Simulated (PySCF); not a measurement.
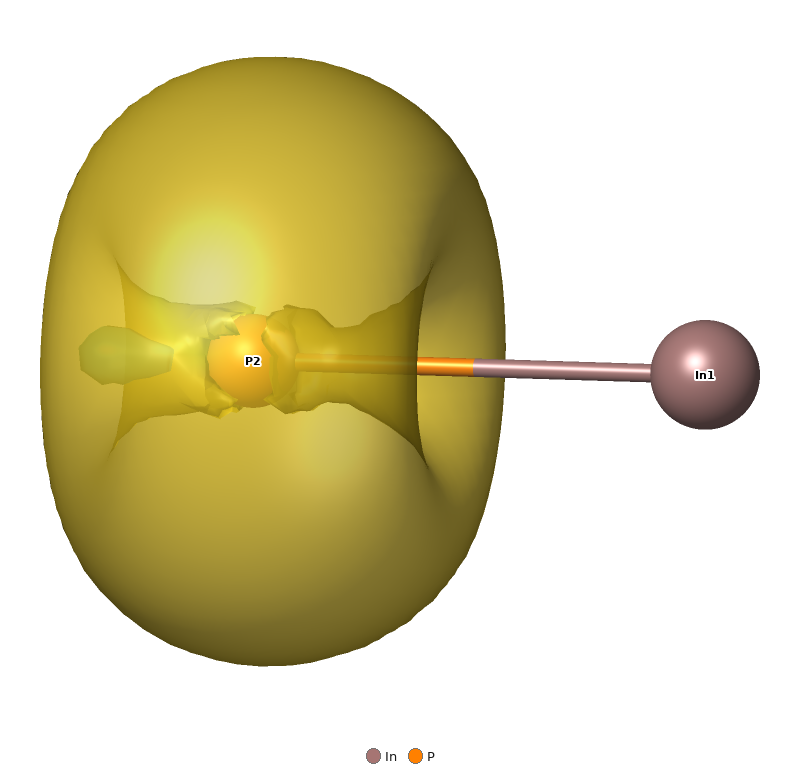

*InP (triplet). Isosurfaces of the spin density at +0.03 (yellow) and −0.03 e/Å³ (cyan), seen from one side.*

Core potentials replace the inner electrons of In.

These are results of PySCF, PBE0/def2-TZVPP, non-relativistic Hamiltonian with scalar-relativistic core potentials where named, at a bond length of 2.652 Å, not measurements.

Describe the spin distribution.

Answer. The unpaired spin (2 electrons) lies mostly on P2 (about 1.8) and In1 (about 0.2), in electrons by Hirshfeld's partition.
